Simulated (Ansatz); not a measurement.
## KBe$_{16}$: geometry relaxation (part 2 of 2)

The same run, continued: KBe$_{16}$ (slab, 17 atoms in the cell); DFT PBEsol, scalar-relativistic, plane waves, PAW, no spin polarisation (Ansatz 0.2.0); cutoff 420 eV, 5×5×1 k-mesh, Fermi–Dirac smearing of 0.15 eV. The input holds or restrains some coordinates. Forces given for the steps count only the free coordinates. It belongs to a series of runs on one base structure; here: end point A relaxed.

Geometry of the input (Å; fractional positions):
```
4.5800  0.0000  0.0000
2.2900  3.9664  0.0000
0.0000  0.0000  17.3826
Be -0.1667  0.3333  0.0575
Be 0.3333  0.3333  0.0575
Be -0.1667  0.8333  0.0575
Be 0.3333  0.8333  0.0575
Be 0.0000  0.0000  0.1607
Be 0.5000  0.0000  0.1607
Be -0.0000  0.5000  0.1607
Be 0.5000  0.5000  0.1607
Be -0.1667  0.3333  0.2640
Be 0.3333  0.3333  0.2640
Be -0.1667  0.8333  0.2640
Be 0.3333  0.8333  0.2640
Be 0.0000  0.0000  0.3672
Be 0.5000  0.0000  0.3672
Be -0.0000  0.5000  0.3672
Be 0.5000  0.5000  0.3672
K  0.2917  -0.0342  0.5323
```

### Output, continued
```
Internal energy: -2957.882999 eV  (E = F + TS)
E sigma→0 (E₀):  -2958.050772 eV
Entropy (-TS):   -0.335546 eV (-19.738 meV/atom)
Fermi energy:    2.065552 eV
--- Per-component energies (eV) ---
  E_band       = -197.971823
  E_kinetic    = 564.115037
  E_local      = -4776.801622  (includes V_loc(G=0)·N_el)
  E_nonlocal   = 84.385410
  E_hartree    = 2231.740880
  E_xc         = -436.790164
  E_vxc        = -482.700986  (∫ρ·V_xc dr)
  E_paw        = -1676.692933  (= ΣΔE_a)
  E_vpaw       = -50.451800  (= ΣTr[D̂ρ^β])
  E_aug_tail   = -0.000014  (compensation charges beyond the density's cutoff)
  E_ewald      = 1051.900019
  E_core_change = 0.260386  (= ΣΔE_core)
  E_smearing   = -0.335546  (= −TS)
  E_closure    = 0.000000  (closes the sum)
  Σ components = -2958.218545   (vs F -2958.218545, Δ=0.00e0)
--- Forces (eV/Å), atoms counted from 1 ---
  atom   1  Be    -0.00141465     0.01084263     0.01174206
  atom   2  Be     0.00103583     0.01555948     0.00556457
  atom   3  Be     0.00382797    -0.01233514    -0.00557957
  atom   4  Be    -0.00438388    -0.01437328    -0.01607662
  atom   5  Be     0.00069326    -0.00263135     0.00156640
  atom   6  Be    -0.00073717    -0.00188502     0.00217062
  atom   7  Be     0.00052395     0.00115970     0.00075047
  atom   8  Be    -0.00071582     0.00236176     0.00106749
  atom   9  Be     0.00050173    -0.00086216    -0.00113992
  atom  10  Be    -0.00014916    -0.00136554    -0.00193362
  atom  11  Be    -0.00036491     0.00198122    -0.00101857
  atom  12  Be     0.00025252     0.00142516    -0.00182924
  atom  13  Be    -0.00196458     0.00255270    -0.00017574
  atom  14  Be     0.00143127     0.00132067    -0.00799794
  atom  15  Be    -0.00277196    -0.00610269     0.00324884
  atom  16  Be    -0.00002031    -0.00094915     0.00342561
  atom  17  K      0.00425755     0.00329802     0.00614935
  max |Σ_I F_I| component: 6.58e-5 eV/Å
--- Band table (eV; the first three rows and the last of 13) ---
  k-point 0: bands = ["-29.6316", "-13.1814", "-13.1787", "-13.1747", "-8.0656", "-6.6641", "-4.6316", "-1.8601", "-1.8576", "-1.8522", "-1.6731", "-0.8886", "-0.8809", "-0.8750", "-0.4652", "-0.0249", "-0.0124", "-0.0017", "0.1875", "0.1891", "0.1928", "1.7289", "4.0356", "4.6044", "4.6132", "4.6414", "4.7746", "4.7828", "4.7917", "5.6154", "6.0906", "6.1653", "6.2823", "6.3636", "6.4670", "6.7475", "6.9992", "7.2726", "7.6942"]
  k-point 1: bands = ["-29.6303", "-13.1989", "-13.1866", "-13.1750", "-7.7807", "-6.3762", "-4.3356", "-3.5856", "-2.2816", "-2.2809", "-2.2524", "-1.3667", "-1.0837", "-1.0536", "-0.4115", "-0.1105", "0.3723", "0.3733", "0.7813", "0.7945", "1.2761", "2.1149", "4.2510", "4.5900", "4.6115", "4.7011", "5.0852", "5.4418", "5.4518", "5.6694", "5.7153", "5.8082", "5.9981", "6.4550", "6.6034", "6.8231", "7.1274", "7.2893", "7.5817"]
  k-point 2: bands = ["-29.6282", "-13.2371", "-13.1957", "-13.1685", "-6.9265", "-5.5180", "-5.5089", "-4.1069", "-3.4597", "-2.6808", "-2.6784", "-2.0611", "-1.3641", "-1.3245", "-0.4859", "0.5009", "0.5082", "0.7820", "0.9414", "2.2167", "2.2620", "2.6325", "3.1844", "4.4954", "4.8969", "5.0195", "5.3108", "5.6722", "5.6794", "5.8772", "5.9283", "6.1120", "6.5884", "7.0758", "7.1717", "7.3218", "7.3672", "7.3991", "7.6518"]
  k-point 12: bands = ["-29.6276", "-13.2398", "-13.2075", "-13.1666", "-6.0747", "-6.0690", "-4.6645", "-4.6600", "-4.6449", "-3.2480", "-2.6029", "-2.6002", "-1.2142", "-0.4532", "0.3252", "0.3427", "0.7498", "1.5425", "1.9553", "1.9922", "2.0167", "2.5225", "2.7265", "3.6141", "3.7950", "3.9884", "4.2805", "5.1750", "5.7678", "5.8030", "6.2105", "6.7578", "7.1064", "7.4710", "7.5771", "7.7096", "7.8788", "8.1326", "8.2932"]
--- Relaxed structure (4 steps of the walk, 4 accepted, 0 SCFs on fresh bases) ---
  F+E_penalty+E_count = -2958.21854537 eV   max|allowed force component| = 7.998e-3 eV/Å
  atoms:
    - { symbol: Be, position: [-0.16666670000000003, 0.3333333, 0.05752859999999999] }
    - { symbol: Be, position: [0.33333329999999994, 0.3333333, 0.05752859999999999] }
    - { symbol: Be, position: [-0.16666669999999997, 0.8333333, 0.05752859999999999] }
    - { symbol: Be, position: [0.33333330000000005, 0.8333333, 0.05752859999999999] }
    - { symbol: Be, position: [-0.00046788710014946137, 0.00038872949516891914, 0.16330774436038767] }
    - { symbol: Be, position: [0.5000851520609636, 0.0002885162150402563, 0.1632058357553982] }
    - { symbol: Be, position: [4.5657582136704455e-6, 0.49977869448355944, 0.16361149948210335] }
    - { symbol: Be, position: [0.5003001295998355, 0.4994967260446883, 0.16351584697978538] }
    - { symbol: Be, position: [-0.16703498827873392, 0.3338200144668835, 0.26884088544939005] }
    - { symbol: Be, position: [0.3329662246275217, 0.3340535575491654, 0.26865152881074494] }
    - { symbol: Be, position: [-0.16618024271012782, 0.8326232869894193, 0.26834067694210245] }
    - { symbol: Be, position: [0.3334221909405295, 0.8327567361404484, 0.26793449901632105] }
    - { symbol: Be, position: [-0.0006373358310858371, -0.0005830149663975397, 0.3724616435709788] }
    - { symbol: Be, position: [0.5009835179955592, -0.00042146029851248694, 0.3713794407323602] }
    - { symbol: Be, position: [-0.00031458058889100027, 0.5006540087467676, 0.37586080019130486] }
    - { symbol: Be, position: [0.49999390355624446, 0.4995802184215762, 0.3751520267497367] }
    - { symbol: K, position: [0.2934256467221606, -0.03296062444141799, 0.5359101334550536] }
```

### Trajectory as extended XYZ (Å, eV, eV/Å), 4 frames, from step=1 to step=4
```
17
Lattice="4.5800 0.0000 0.0000 2.2900 3.9664 0.0000 0.0000 0.0000 17.3826" Properties=species:S:1:pos:R:3:forces:R:3 step=1 energy=-2958.17682
Be    0.0000    1.3221    1.0000   -0.0030   0.0013  -0.1599
Be    2.2900    1.3221    1.0000    0.0030   0.0021  -0.1596
Be    1.1450    3.3053    1.0000    0.0007   0.0002  -0.1577
Be    3.4350    3.3053    1.0000   -0.0007  -0.0037  -0.1598
Be    0.0000    0.0000    2.7942   -0.0042  -0.0017   0.0436
Be    2.2900    0.0000    2.7942    0.0043  -0.0010   0.0408
Be    1.1450    1.9832    2.7942    0.0005   0.0036   0.0497
Be    3.4350    1.9832    2.7942   -0.0006  -0.0007   0.0487
Be    0.0000    1.3221    4.5884   -0.0051   0.0008  -0.0052
Be    2.2900    1.3221    4.5884    0.0048   0.0018  -0.0065
Be    1.1450    3.3053    4.5884    0.0009   0.0003   0.0094
Be    3.4350    3.3053    4.5884   -0.0007  -0.0036  -0.0468
Be    0.0000    0.0000    6.3826   -0.0422   0.0083   0.0392
Be    2.2900    0.0000    6.3826    0.0489   0.0090  -0.0615
Be    1.1450    1.9832    6.3826   -0.0023   0.0018   0.3084
Be    3.4350    1.9832    6.3826   -0.0004  -0.0177   0.2605
K     1.2576   -0.1355    9.2526   -0.0039  -0.0010  -0.0434
17
Lattice="4.5800 0.0000 0.0000 2.2900 3.9664 0.0000 0.0000 0.0000 17.3826" Properties=species:S:1:pos:R:3:forces:R:3 step=2 energy=-2958.20969
Be    0.0000    1.3221    1.0000   -0.0020   0.0054  -0.0713
Be    2.2900    1.3221    1.0000    0.0020   0.0079  -0.0742
Be    1.1450    3.3053    1.0000    0.0021  -0.0053  -0.0785
Be    3.4350    3.3053    1.0000   -0.0021  -0.0080  -0.0851
Be   -0.0005    0.0004    2.8174   -0.0036   0.0041   0.0167
Be    2.2905    0.0003    2.8172    0.0036   0.0031   0.0097
Be    1.1449    1.9830    2.8181   -0.0009  -0.0017   0.0351
Be    3.4351    1.9826    2.8175    0.0008  -0.0056   0.0324
Be    0.0000    1.3243    4.6323   -0.0044  -0.0069  -0.0039
Be    2.2899    1.3252    4.6304    0.0042  -0.0088  -0.0038
Be    1.1458    3.3024    4.6270   -0.0015   0.0105   0.0075
Be    3.4343    3.3030    4.6228    0.0019   0.0074  -0.0138
Be   -0.0026    0.0000    6.4284   -0.0168  -0.0049   0.0205
Be    2.2931    0.0002    6.4160    0.0152  -0.0032  -0.0116
Be    1.1448    1.9837    6.4642    0.0016   0.0102   0.1266
Be    3.4347    1.9827    6.4567   -0.0018  -0.0060   0.1070
K     1.2583   -0.1363    9.2794    0.0016   0.0017  -0.0131
17
Lattice="4.5800 0.0000 0.0000 2.2900 3.9664 0.0000 0.0000 0.0000 17.3826" Properties=species:S:1:pos:R:3:forces:R:3 step=3 energy=-2958.21855
Be    0.0000    1.3221    1.0000   -0.0014   0.0109   0.0118
Be    2.2900    1.3221    1.0000    0.0010   0.0156   0.0056
Be    1.1450    3.3053    1.0000    0.0038  -0.0124  -0.0055
Be    3.4350    3.3053    1.0000   -0.0044  -0.0144  -0.0160
Be   -0.0013    0.0015    2.8387    0.0007  -0.0027   0.0015
Be    2.2911    0.0011    2.8369   -0.0008  -0.0020   0.0021
Be    1.1445    1.9823    2.8440    0.0005   0.0012   0.0008
Be    3.4352    1.9812    2.8423   -0.0007   0.0025   0.0010
Be   -0.0006    1.3241    4.6732    0.0007  -0.0008  -0.0011
Be    2.2900    1.3250    4.6699   -0.0003  -0.0014  -0.0019
Be    1.1456    3.3025    4.6645   -0.0004   0.0019  -0.0011
Be    3.4341    3.3030    4.6574    0.0003   0.0015  -0.0018
Be   -0.0043   -0.0023    6.4744   -0.0018   0.0026  -0.0002
Be    2.2935   -0.0017    6.4556    0.0012   0.0014  -0.0080
Be    1.1451    1.9858    6.5335   -0.0028  -0.0063   0.0032
Be    3.4340    1.9815    6.5211    0.0000  -0.0009   0.0035
K     1.2684   -0.1307    9.3155    0.0043   0.0033   0.0061
17
Lattice="4.5800 0.0000 0.0000 2.2900 3.9664 0.0000 0.0000 0.0000 17.3826" Properties=species:S:1:pos:R:3:forces:R:3 step=4 energy=-2958.21855
Be    0.0000    1.3221    1.0000   -0.0014   0.0108   0.0117
Be    2.2900    1.3221    1.0000    0.0010   0.0156   0.0056
Be    1.1450    3.3053    1.0000    0.0038  -0.0123  -0.0056
Be    3.4350    3.3053    1.0000   -0.0044  -0.0144  -0.0161
Be   -0.0013    0.0015    2.8387    0.0007  -0.0026   0.0016
Be    2.2911    0.0011    2.8369   -0.0007  -0.0019   0.0022
Be    1.1445    1.9823    2.8440    0.0005   0.0012   0.0008
Be    3.4352    1.9812    2.8423   -0.0007   0.0024   0.0011
Be   -0.0006    1.3241    4.6732    0.0005  -0.0009  -0.0011
Be    2.2900    1.3250    4.6699   -0.0001  -0.0014  -0.0019
Be    1.1456    3.3025    4.6645   -0.0004   0.0020  -0.0010
Be    3.4341    3.3030    4.6574    0.0003   0.0014  -0.0018
Be   -0.0043   -0.0023    6.4744   -0.0020   0.0026  -0.0002
Be    2.2935   -0.0017    6.4556    0.0014   0.0013  -0.0080
Be    1.1451    1.9858    6.5335   -0.0028  -0.0061   0.0032
Be    3.4340    1.9815    6.5211    0.0000  -0.0009   0.0034
K     1.2684   -0.1307    9.3155    0.0043   0.0033   0.0061
```

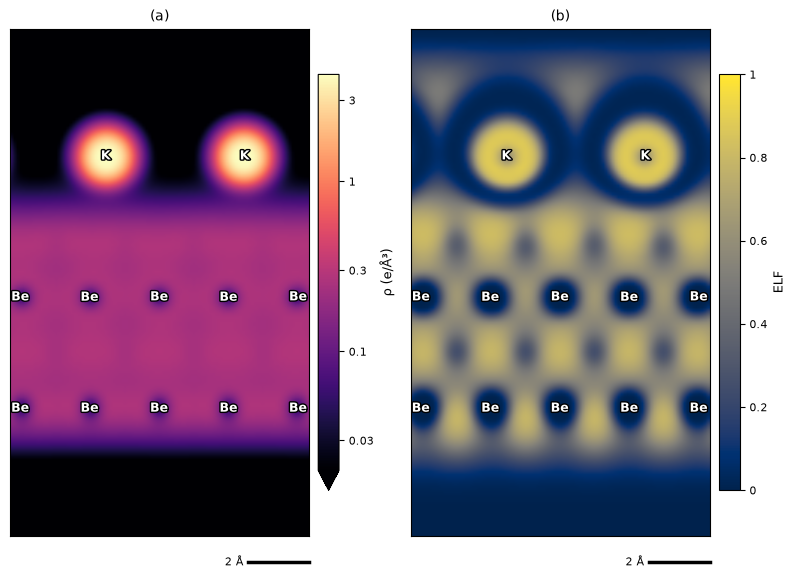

Fig. 1: (a) valence electron density; (b) electron localisation function on the (100) plane of the calculation cell, a cut from vacuum to vacuum. The section cuts through Be and K sites. The density dies away to nearly zero in the vacuum. The strong features right at K lie inside the PAW spheres (semicore, d or f shells) and say nothing about bonding. In a PAW calculation such maps are meaningful between the atoms, not at the nuclei.

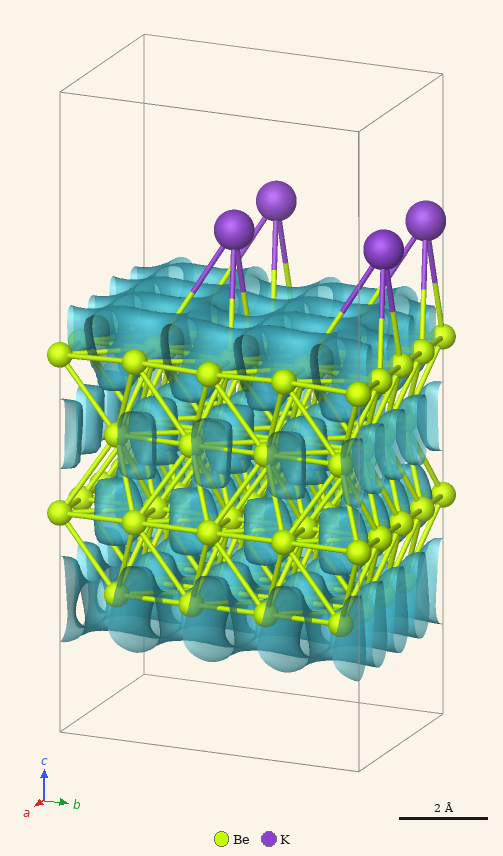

Fig. 2: Isosurface of the electron localisation function at 0.65 (cyan), seen slightly off an axis. Only the valence region is drawn (cores and ρ < 0.01 e/Å³ removed). Sticks mark near contacts. Along the contacts the grid gives the following. Be–Be (2.22 Å): the ELF peaks at about 0.60 between the atoms. K–Be (3.04 Å): the ELF is about 0.10 at the midpoint; no shared electron pair.

### Summary

| quantity | value |
| --- | --- |
| outcome | converged under the restraints of the input |
| electrons treated | 41 |
| free energy | −2958.2185 eV |
| Fermi energy | 2.066 eV |
| final volume | 315.77 Å³ |
| largest force (length of the vector) at the end, held atoms and coordinates included | 0.022 eV/Å |
| wall time | 55 s |
| peak memory | 0.56 GiB |

### Notes

The program warns: the exchange-correlation potential is rough where the density is thin.
